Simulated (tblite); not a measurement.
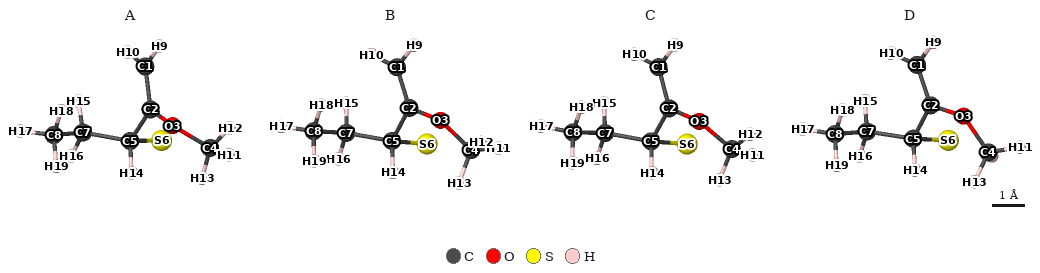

4 geometries from one relaxation of C6H11OS (charge −1), in shuffled order. Style: ball-and-stick. Shown at a tilt.

The calculation used GFN2-xTB geometry optimisation, gas phase (tblite). 

Question: Put them in the order of the run, from the start to the converged end.

Answer: A, C, B, D. They are steps 0, 68, 88, 119, at +0.268 eV, +0.074 eV, +0.052 eV relative to the last. Over 119 geometry steps the energy falls by 0.268 eV. The atom that moves furthest after the best rigid fit is H12 (1.17 Å). Largest moves by element: H 1.17 Å, O 0.50 Å, C 0.31 Å, S 0.29 Å. Some distances before and after: O3–C4 1.433 → 1.409 Å, C5–S6 1.858 → 1.834 Å, C2–C5 1.514 → 1.493 Å, C1–C2 1.354 → 1.335 Å. Among the angles between lasting bonds that change: C2–O3–C4 110.1° → 118.1°, C5–C7–H16 110.9° → 107.1°, H12–C4–H13 112.5° → 109.3°. Groups turn about C2–O3 by about 45°, C2–C5 by about 20°. Cost: 0.84 s on 1 thread of Intel(R) Xeon(R) Platinum 8488C (shared host).
